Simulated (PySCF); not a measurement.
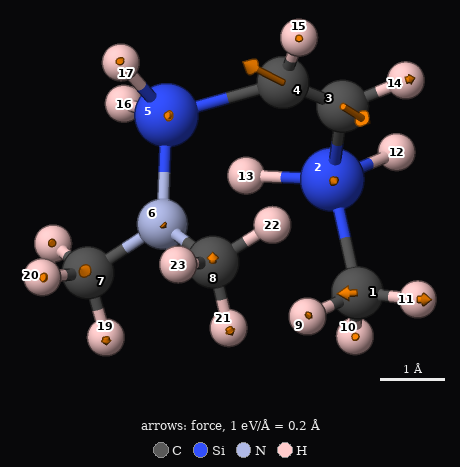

Starting geometry of C5H15NSi2 with the computed forces as orange arrows. The picture is a ball-and-stick view, seen from a free direction.

The start comes from GFN2-xTB. Its atoms were then displaced at random by about 0.01 Å.

Theory: PBE0-D3(BJ)/def2-SVP geometry optimisation, gas phase (PySCF). 

Question: Is this structure relaxed? If not, where do the atoms go?

Answer: It isn't relaxed: the largest force vector, on a C atom, is 4.84 eV/Å. The final displacements have little in common with the starting forces (cosine between the two patterns 0.04). Over 12 geometry steps the energy falls by 0.300 eV. The largest moves after the best rigid fit, 0.54 Å, are those of H atoms. Largest moves by element: H 0.54 Å, C 0.40 Å, Si 0.31 Å, N 0.13 Å. Among the contacts that change: C–C 1.284 → 1.347 Å, C–H 1.067 → 1.101 Å, H–Si 1.473 → 1.503 Å, C–H 1.133 → 1.110 Å. Among the angles between lasting bonds that change: Si–C–H 112.6° → 118.3°, C–C–Si 128.5° → 123.4°, H–C–H 105.1° → 108.6°. Cost: 3.4 min on 1 thread of Intel(R) Xeon(R) 6975P-C, on a shared host.
